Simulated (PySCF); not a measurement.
```json
{"atom": "N", "x (Å)": "2.6174", "y (Å)": "0.0930", "z (Å)": "-0.2007"}
{"atom": "C", "x (Å)": "1.5739", "y (Å)": "-0.7346", "z (Å)": "-0.3767"}
{"atom": "O", "x (Å)": "1.6108", "y (Å)": "-1.7498", "z (Å)": "-1.0483"}
{"atom": "C", "x (Å)": "0.2935", "y (Å)": "-0.3757", "z (Å)": "0.3393"}
{"atom": "Si", "x (Å)": "-1.1600", "y (Å)": "-1.3304", "z (Å)": "-0.4623"}
{"atom": "O", "x (Å)": "-2.3422", "y (Å)": "-0.2241", "z (Å)": "-0.1146"}
{"atom": "Si", "x (Å)": "-1.9978", "y (Å)": "1.2810", "z (Å)": "0.4107"}
{"atom": "C", "x (Å)": "-0.0736", "y (Å)": "1.0890", "z (Å)": "0.4235"}
{"atom": "O", "x (Å)": "0.7474", "y (Å)": "1.9846", "z (Å)": "0.4323"}
{"atom": "H", "x (Å)": "2.4413", "y (Å)": "1.0156", "z (Å)": "0.1786"}
{"atom": "H", "x (Å)": "3.4498", "y (Å)": "-0.0605", "z (Å)": "-0.7478"}
{"atom": "H", "x (Å)": "0.3988", "y (Å)": "-0.7068", "z (Å)": "1.3778"}
{"atom": "H", "x (Å)": "-1.0825", "y (Å)": "-1.4106", "z (Å)": "-1.9093"}
{"atom": "H", "x (Å)": "-1.5208", "y (Å)": "-2.5383", "z (Å)": "0.2635"}
{"atom": "H", "x (Å)": "-2.4335", "y (Å)": "2.2417", "z (Å)": "-0.5898"}
{"atom": "H", "x (Å)": "-2.5301", "y (Å)": "1.4349", "z (Å)": "1.7573"}
```

Geometry: GFN2-xTB.

Level of theory: PBE0/pcSseg-1, SCF density, gas phase, non-relativistic in PySCF.

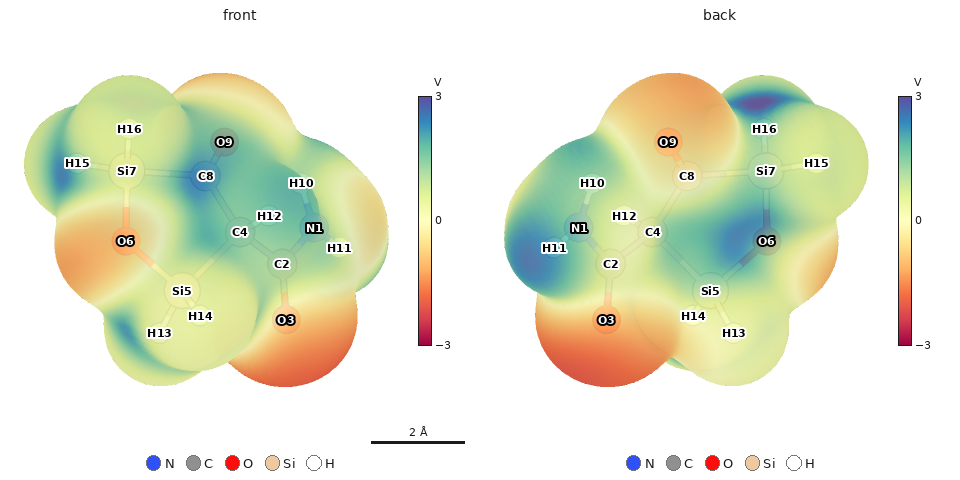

C₃H₇NO₃Si₂. The electrostatic potential painted on the density surface at 0.004 e/bohr³, seen from the front and from behind; red is negative and blue positive.

### Describe the electrostatic potential map.

The most negative region (about −2.0 V, or −46 kcal/mol for a unit charge) lies over O3, the most positive (about +2.9 V, or +67 kcal/mol for a unit charge) over Si7. O3 is the likeliest acceptor of a hydrogen bond.
